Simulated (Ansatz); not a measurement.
# Response to strain in Ag

Take Ag in the fcc (Cu type) structure (space group Fm-3m, No. 225; relaxed with 0.1 eV smearing) as the base.

```xyz
1
Lattice="0.0000 2.0521 2.0521 2.0521 0.0000 2.0521 2.0521 2.0521 0.0000" Properties=species:S:1:pos:R:3 pbc="T T T"
Ag     0.0000     0.0000     0.0000
```

Cartesian axes are those of the cell as printed.

Strains are applied to the cell and any free atomic positions relax; under biaxial strain the out-of-plane vector relaxes too.

The values are results of r2SCAN (Ansatz, a first-principles code; PAW; 500 eV plane waves; spin-orbit coupling left out), not measurements.

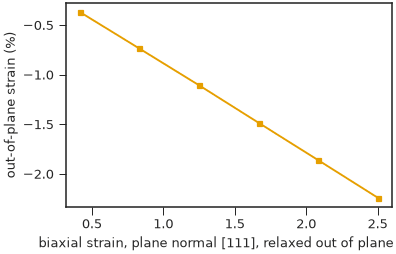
Out-of-plane strain against biaxial strain, plane normal [111], relaxed out of plane

| biaxial strain, plane normal [111], relaxed out of plane (%) | out-of-plane strain |
|---|---|
| 0.42 | -0.37 % |
| 0.83 | -0.73 % |
| 1.25 | -1.11 % |
| 1.67 | -1.49 % |
| 2.08 | -1.86 % |
| 2.5 | -2.24 % |

No phonon test of stability was made.
